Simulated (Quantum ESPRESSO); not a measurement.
# How the k mesh moves the magnetism of MnAu, part 2 of 2

Wanted: the cheapest choice of the k mesh that holds the magnetic results of MnAu.

Quantum ESPRESSO 7.5; PBEsol; plane waves with GBRV 1.5 PBEsol potentials, no spin-orbit coupling (settings of the first rung).

So far, largest spin moment in the atom's sphere (μB): step 2 (rung 1, start ferro +) 4.00; step 3 (rung 1, start antiferro q=(1/2,1/2,1/2) +-) 3.94; step 4 (rung 3, start ferro +) 3.89; step 5 (rung 3, start antiferro q=(1/2,1/2,1/2) +-) 3.89; step 6 (rung 4, start ferro +) 3.90.

**7. Rung 4, start antiferro q=(1/2,1/2,1/2) +-**

File pw.in:

```
&CONTROL
  calculation = 'scf'
  prefix = 'pwscf'
  outdir = './tmp'
  pseudo_dir = './pseudo'
  disk_io = 'nowf'
/
&SYSTEM
  ibrav = 0
  nat = 4
  ntyp = 3
  ecutwfc = 40
  ecutrho = 280
  nbnd = 35
  occupations = 'smearing'
  smearing = 'fd'
  degauss = 0.00999582
  nspin = 2
  starting_magnetization(1) = 0.2333
  starting_magnetization(2) = -0.2333
  starting_magnetization(3) = 0
/
&ELECTRONS
  conv_thr = 8d-09
  electron_maxstep = 150
  mixing_beta = 0.3
/
ATOMIC_SPECIES
Mn1    54.9380 mn_pbesol_v1.5.uspp.F.UPF
Mn2    54.9380 mn_pbesol_v1.5.uspp.F.UPF
Au    196.9666 au_pbesol_v1.uspp.F.UPF
CELL_PARAMETERS angstrom
   6.4155161400    0.0000000000    0.0000000000
   3.2077580700    3.2077580700    0.0000000000
   3.2077580700    0.0000000000    3.2077580700
ATOMIC_POSITIONS crystal
Mn1     0.7500000000    0.5000000000    0.5000000000
Mn2     0.2500000000    0.5000000000    0.5000000000
Au      0.0000000000    0.0000000000    0.0000000000
Au      0.5000000000    0.0000000000    0.0000000000
K_POINTS automatic
4 8 8 0 0 0
```

Launch:

```bash
> OMP_NUM_THREADS=1 mpirun -n 2 pw.x -nk 2 -in pw.in > pw.out
```

The log of the run:

```text
     [... lines left out ...]
Program PWSCF v.7.5 starts
     [... lines left out ...]
     number of atoms/cell      =            4
     [... lines left out ...]
     number of electrons       =        52.00
     number of Kohn-Sham states=           35
     kinetic-energy cutoff     =      40.0000  Ry
     charge density cutoff     =     280.0000  Ry
     scf convergence threshold =      8.0E-09
     [... lines left out ...]
     48 Sym. Ops., with inversion, found (24 have fractional translation)
     [... lines left out ...]
     number of k points=    19  Fermi-Dirac smearing, width (Ry)=  0.0100
     [... lines left out ...]
     iteration # 13     ecut=    40.00 Ry     beta= 0.30
     [... lines left out ...]
     Magnetic moment per site  (integrated on atomic sphere of radius R)
     atom   1 (R=0.179)  charge= 13.5841  magn=  3.9122
     atom   2 (R=0.179)  charge= 13.5842  magn= -3.9122
     atom   3 (R=0.179)  charge=  9.1084  magn= -0.0000
     atom   4 (R=0.179)  charge=  9.1084  magn= -0.0000
     [... lines left out ...]
     the Fermi energy is    14.5619 ev
!    total energy              =    -651.65156992 Ry
     estimated scf accuracy    <          6.1E-09 Ry
     smearing contrib. (-TS)   =      -0.01165343 Ry
     [... lines left out ...]
     total magnetization       =    -0.00 Bohr mag/cell
     absolute magnetization    =     8.30 Bohr mag/cell
     convergence has been achieved in  13 iterations
```

It took 54 s on 2 MPI ranks of Arm Neoverse V1, shared host; peak memory 0.39 GiB.

Numbers from this step:

```
magnetization  : 0 μB
final state    : antiferromagnetic
largest moment : 3.912 μB
```

**8. Rung 5, start ferro +**

File pw.in:

```
&CONTROL
  calculation = 'scf'
  prefix = 'pwscf'
  outdir = './tmp'
  pseudo_dir = './pseudo'
  disk_io = 'nowf'
/
&SYSTEM
  ibrav = 0
  nat = 2
  ntyp = 2
  ecutwfc = 40
  ecutrho = 280
  nbnd = 22
  occupations = 'smearing'
  smearing = 'fd'
  degauss = 0.00999582
  nspin = 2
  starting_magnetization(1) = 0.2333
  starting_magnetization(2) = 0
/
&ELECTRONS
  conv_thr = 4d-09
  electron_maxstep = 150
  mixing_beta = 0.3
/
ATOMIC_SPECIES
Mn     54.9380 mn_pbesol_v1.5.uspp.F.UPF
Au    196.9666 au_pbesol_v1.uspp.F.UPF
CELL_PARAMETERS angstrom
   3.2077580700    0.0000000000    0.0000000000
   0.0000000000    3.2077580700    0.0000000000
   0.0000000000    0.0000000000    3.2077580700
ATOMIC_POSITIONS crystal
Mn      0.5000000000    0.5000000000    0.5000000000
Au      0.0000000000    0.0000000000    0.0000000000
K_POINTS automatic
12 12 12 0 0 0
```

The log of the run:

```text
     [... lines left out ...]
Program PWSCF v.7.5 starts
     [... lines left out ...]
     number of atoms/cell      =            2
     [... lines left out ...]
     number of electrons       =        26.00
     number of Kohn-Sham states=           22
     kinetic-energy cutoff     =      40.0000  Ry
     charge density cutoff     =     280.0000  Ry
     scf convergence threshold =      4.0E-09
     [... lines left out ...]
     48 Sym. Ops., with inversion, found
     [... lines left out ...]
     number of k points=    84  Fermi-Dirac smearing, width (Ry)=  0.0100
     [... lines left out ...]
     iteration # 12     ecut=    40.00 Ry     beta= 0.30
     [... lines left out ...]
     Magnetic moment per site  (integrated on atomic sphere of radius R)
     atom   1 (R=0.357)  charge= 13.5885  magn=  3.9190
     atom   2 (R=0.357)  charge=  9.1093  magn=  0.0934
     [... lines left out ...]
     the Fermi energy is    14.6329 ev
!    total energy              =    -325.81896834 Ry
     estimated scf accuracy    <          7.8E-10 Ry
     smearing contrib. (-TS)   =      -0.00557683 Ry
     [... lines left out ...]
     total magnetization       =     4.12 Bohr mag/cell
     absolute magnetization    =     4.24 Bohr mag/cell
     convergence has been achieved in  12 iterations
```

It took 28 s on 2 MPI ranks; peak memory 0.23 GiB; 56 s of CPU time.

Numbers from this step:

| Quantity | Value |
| --- | --- |
| magnetization | 4.119 μB |
| final state | ferromagnetic |
| largest moment | 3.919 μB |

**9. Rung 5, start antiferro q=(1/2,1/2,1/2) +-**

File pw.in:

```
&CONTROL
  calculation = 'scf'
  prefix = 'pwscf'
  outdir = './tmp'
  pseudo_dir = './pseudo'
  disk_io = 'nowf'
/
&SYSTEM
  ibrav = 0
  nat = 4
  ntyp = 3
  ecutwfc = 40
  ecutrho = 280
  nbnd = 35
  occupations = 'smearing'
  smearing = 'fd'
  degauss = 0.00999582
  nspin = 2
  starting_magnetization(1) = 0.2333
  starting_magnetization(2) = -0.2333
  starting_magnetization(3) = 0
/
&ELECTRONS
  conv_thr = 8d-09
  electron_maxstep = 150
  mixing_beta = 0.3
/
ATOMIC_SPECIES
Mn1    54.9380 mn_pbesol_v1.5.uspp.F.UPF
Mn2    54.9380 mn_pbesol_v1.5.uspp.F.UPF
Au    196.9666 au_pbesol_v1.uspp.F.UPF
CELL_PARAMETERS angstrom
   6.4155161400    0.0000000000    0.0000000000
   3.2077580700    3.2077580700    0.0000000000
   3.2077580700    0.0000000000    3.2077580700
ATOMIC_POSITIONS crystal
Mn1     0.7500000000    0.5000000000    0.5000000000
Mn2     0.2500000000    0.5000000000    0.5000000000
Au      0.0000000000    0.0000000000    0.0000000000
Au      0.5000000000    0.0000000000    0.0000000000
K_POINTS automatic
6 12 12 0 0 0
```

The log of the run:

```text
     [... lines left out ...]
Program PWSCF v.7.5 starts
     [... lines left out ...]
     number of atoms/cell      =            4
     [... lines left out ...]
     number of electrons       =        52.00
     number of Kohn-Sham states=           35
     kinetic-energy cutoff     =      40.0000  Ry
     charge density cutoff     =     280.0000  Ry
     scf convergence threshold =      8.0E-09
     [... lines left out ...]
     48 Sym. Ops., with inversion, found (24 have fractional translation)
     [... lines left out ...]
     number of k points=    44  Fermi-Dirac smearing, width (Ry)=  0.0100
     [... lines left out ...]
     iteration # 13     ecut=    40.00 Ry     beta= 0.30
     [... lines left out ...]
     Magnetic moment per site  (integrated on atomic sphere of radius R)
     atom   1 (R=0.179)  charge= 13.5832  magn=  3.9142
     atom   2 (R=0.179)  charge= 13.5832  magn= -3.9142
     atom   3 (R=0.179)  charge=  9.1072  magn= -0.0000
     atom   4 (R=0.179)  charge=  9.1072  magn= -0.0000
     [... lines left out ...]
     the Fermi energy is    14.5722 ev
!    total energy              =    -651.65300238 Ry
     estimated scf accuracy    <          5.7E-09 Ry
     smearing contrib. (-TS)   =      -0.01007709 Ry
     [... lines left out ...]
     total magnetization       =    -0.00 Bohr mag/cell
     absolute magnetization    =     8.31 Bohr mag/cell
     convergence has been achieved in  13 iterations
```

The job ended after 1.8 min (2 MPI ranks; peak memory 0.44 GiB).

Read from the output:

* magnetization: 0 μB
* final state: antiferromagnetic
* largest moment: 3.914 μB

**10. The rungs together**

Ladder, by row:

| rung | mesh | state from the first start | state from the second start | second less first (meV a seeded atom) | moment, first (μB) | moment, second (μB) | CPU time (s) |
| --- | --- | --- | --- | --- | --- | --- | --- |
| 1 | 4x4x4 | ferromagnetic | antiferromagnetic | -81.98 | 3.998 | 3.945 | 65.26 |
| 3 | 6x6x6 | ferromagnetic | antiferromagnetic | -100.7 | 3.886 | 3.891 | 89.66 |
| 4 | 8x8x8 | ferromagnetic | antiferromagnetic | -95.01 | 3.899 | 3.912 | 135.8 |
| 5 | 12x12x12 | ferromagnetic | antiferromagnetic | -102.5 | 3.919 | 3.914 | 275.1 |

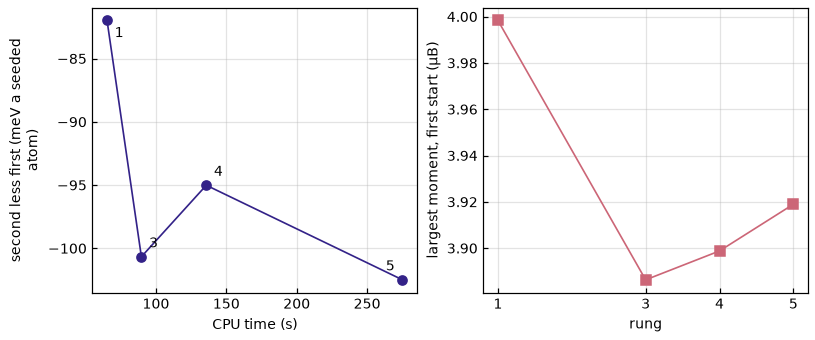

Result against cost, rungs numbered as in the table, and the moment by rung.

**11. Summary of results**

```json
{"range of the largest moment, first start": "3.89 to 4.00 μB; second start 3.89 to 3.94 μB", "range of CPU time": "65 s to 4.6 min", "range of the energy difference": "-102 to -82.0 meV a seeded atom"}
```

In words: Only the last rung can serve as the reference, and the rung before it still differs from it in state, moments or energy, so convergence is not shown. Energies are free energies at an electronic temperature of 1580 K, which lowers moments and differences where the moments are itinerant.

[Logs and program files are shortened in this print: banners, set-up blocks, solver, clock and traceback lines can be left out without a mark of their own.]

[Logs are printed without paths, hosts, clocks, repeated set-up lines and the standing remarks that a program may print on its own settings, such as how far it seeks lower states.]

[Hosts, paths, dates, database ids (printed as entryN), source tags and the programs' standing remarks are cut or masked in the printed files.]

[Where a cell is said to come from a database of computed structures, the database is the Materials Project.]
